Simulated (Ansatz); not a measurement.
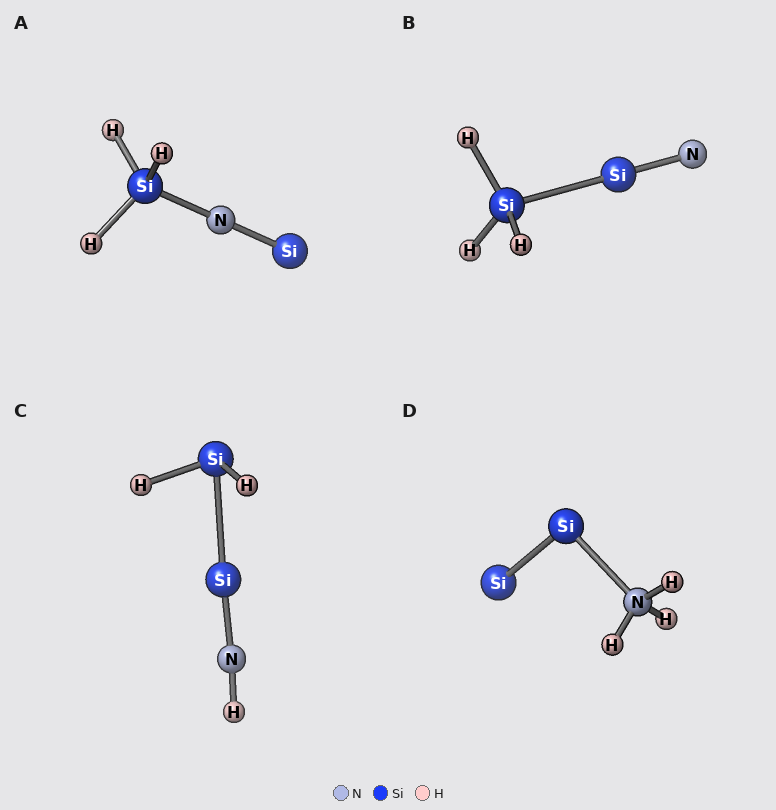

4 stationary structures of one formula. Geometries: PBE0-D4/def2-TZVP. Electronic energies: PBE0-D4/def2-TZVP (Ansatz 0.2.0), without zero-point energy. No frequency run is at hand to confirm each as a minimum.

Question: Which is lowest in energy, and by how much?

Answer: A is lowest (C3v); C lies 2.068 eV above it, D lies 3.168 eV above it (Cs), B lies 3.417 eV above it (C3v).
